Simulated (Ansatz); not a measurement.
# C3H3N (acrylonitrile): BHLYP/6-311+G(d,p)

Aim: the electronic atomisation energy of C3H3N (acrylonitrile) at BHLYP/6-311+G**, from 4 runs. 

The calculation is run with Ansatz 0.2.0.

44 further runs of the same task are left out: 44 set aside as unsound or not needed.

### 1 Starting point

The species is C3H3N (7 atoms), meant as a singlet with charge 0. As SMILES, `C=CC#N`. Geometry: relaxed at PBE0-D4/def2-TZVP.

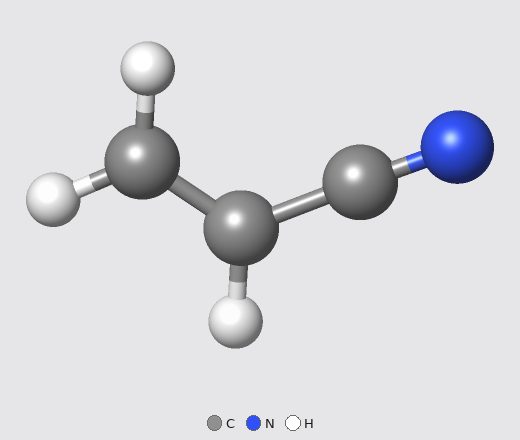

Viewed from a chosen angle; carbon grey, nitrogen blue, hydrogen white.

### 2 A single-point energy at BHLYP/6-311+G(d,p)

The input, run.yaml:

```yaml
crystal:
  periodic: [false, false, false]
  atoms:
    - {symbol: C, position_ang: [-0.540840, 0.829550, -0.350560]}
    - {symbol: C, position_ang: [0.371580, 0.105220, 0.289410]}
    - {symbol: C, position_ang: [0.413320, -1.315880, 0.218830]}
    - {symbol: N, position_ang: [0.465120, -2.465750, 0.175380]}
    - {symbol: H, position_ang: [-1.304630, 0.366690, -0.963300]}
    - {symbol: H, position_ang: [-0.540500, 1.909410, -0.272510]}
    - {symbol: H, position_ang: [1.135950, 0.570750, 0.902750]}
basis:
  gaussian:
    orbitals: 6-311+G_st__st_.json
total_charge: 0
hamiltonian:
  xc: {name: BHLYP}
accuracy: high
output: {orbitals: {seedname: orbitals}}
```

The basis set 6-311+G** is read from a file made from the Basis Set Exchange's data (not shown).

Command:

```console
ansatz run run.yaml --threads 1 --pin off --max-ram 3480MiB --events-out events.jsonl --progress --plain --runs-dir runs
```

Output:

```text
Warning: RAYON_NUM_THREADS=1 ignored (pool sized by the plan → 1); use --threads N
Functional definition: BHLYP
  name "BHLYP"
  parameter a = 0.5
  exchange = (1 - a)*b88_x + a*exact_x
  correlation = lyp_c
1939 factors; integrals over basis functions are off by at most 3.6e-9 eV
mean field evaluation 1: about -4642.6950 eV, gradient 4.3e1 eV
mean field evaluation 2: about -4643.4840 eV, gradient 4.1e1 eV
mean field evaluation 4: about -4646.9083 eV, gradient 1.9e0 eV
mean field evaluation 8: about -4646.9192 eV, gradient 1.1e-1 eV
mean field evaluation 16: about -4646.9192 eV, gradient 2.5e-5 eV
mean field -4646.91921605 eV, -170.7711313949 hartree, gradient 1.0e-8 eV, S^2 0.000000; 0 other end points of the search recorded, 0 dependent functions left out
reference -4646.91924459 eV, -170.7711324438 hartree; 14, 14 occupied and 92, 92 virtual orbitals, 1939 factors
Total energy: -4646.91924459 eV, -170.7711324438 hartree
```

Run time: 5.7 s. Hardware: 1 thread of Arm Neoverse V2, shared host; peak memory 0.29 GiB.

### 3 The C atom

The input, molecule.yaml:

```yaml
crystal:
  periodic: [false, false, false]
  atoms:
    - symbol: C
      position_ang: [0.000000, 0.000000, 0.000000]
basis:
  gaussian:
    orbitals: 6-311+G_st__st_.json
magnetization:
  spin_polarized: true
  initial_magnetization: 2
hamiltonian:
  xc: {name: BHLYP}
accuracy: high
```

The basis set 6-311+G** is read from a file made from the Basis Set Exchange's data (not shown).

Run the same way, it converges to -37.84538 Eh (log not shown).

### 4 The H atom at the same level

The input, run.yaml:

```yaml
crystal:
  periodic: [false, false, false]
  atoms:
    - {symbol: H, position_ang: [0.000000, 0.000000, 0.000000]}
basis:
  gaussian:
    orbitals: 6-311+G_st__st_.json
magnetization:
  spin_polarized: true
  initial_magnetization: 1
hamiltonian:
  xc: {name: BHLYP}
accuracy: high
```

The basis set 6-311+G** is read from a file made from the Basis Set Exchange's data (not shown).

Run the same way, it converges to -0.49855 Eh (log not shown).

### 5 The N atom, same level

The input, input.yaml:

```yaml
crystal:
  periodic: [false, false, false]
  atoms:
    - {symbol: N, position_ang: [0.000000, 0.000000, 0.000000]}
basis:
  gaussian: {orbitals: 6-311+G_st__st_.json}
accuracy: high
magnetization: {spin_polarized: true, initial_magnetization: 3}
hamiltonian: {xc: {name: BHLYP}}
```

The basis set 6-311+G** is read from a file made from the Basis Set Exchange's data (not shown).

Run the same way, it converges to -54.58737 Eh (log not shown).

### 6 Results

Level: BHLYP/6-311+G**.

```
                     quantity          value
       molecule: total energy  -170.77113 Eh
        molecule: HOMO energy       -9.45 eV
        molecule: LUMO energy       -0.70 eV
      molecule: HOMO–LUMO gap        8.75 eV
         C atom: total energy   -37.84538 Eh
                 C atom: ⟨S²⟩          2.004
         H atom: total energy    -0.49855 Eh
                 H atom: ⟨S²⟩          0.750
         N atom: total energy   -54.58737 Eh
                 N atom: ⟨S²⟩          3.754
electronic atomisation energy      31.347 eV
```

In words: Taking the molecule apart into free atoms costs 31.35 eV (3025 kJ/mol), before zero-point energy and without spin-orbit coupling.
